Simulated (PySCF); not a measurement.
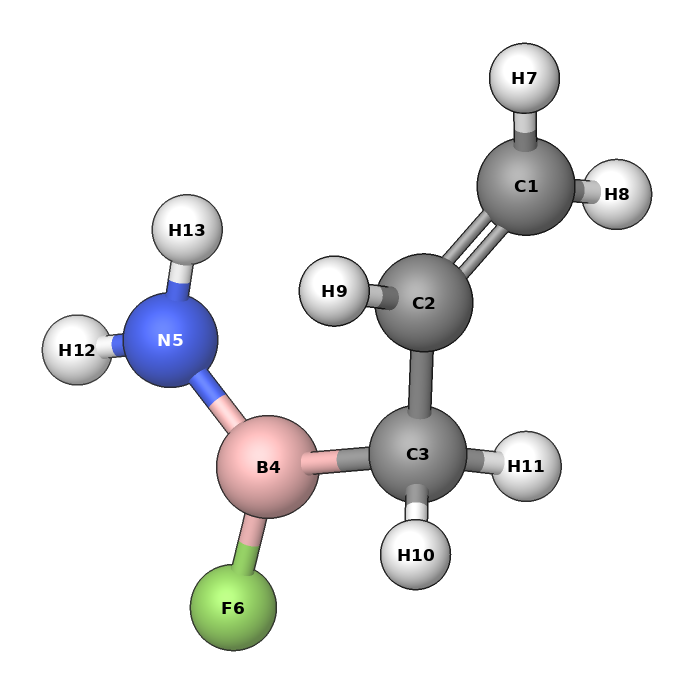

The geometry was computed by an optimisation with GFN2-xTB. No frequency run is at hand to confirm it as a minimum. Method: delta-SCF UKS SCAN, pcX-2 on the ionised atom, pcseg-1 elsewhere, spin-free X2C (PySCF 2.14.0).

Give the core-electron binding energies (to vacuum) of C1 1s, C2 1s, C3 1s, B4 1s, N5 1s, F6 1s.

```
atom  level  binding energy (eV)
  C1     1s                290.0
  C2     1s                290.5
  C3     1s                290.2
  B4     1s                197.2
  N5     1s                405.3
  F6     1s                692.4
```

The geometry is semi-empirical. Around B such bond lengths and angles can be off by a tenth of an ångström or more and by several degrees, and values that hang on the shape move with them.
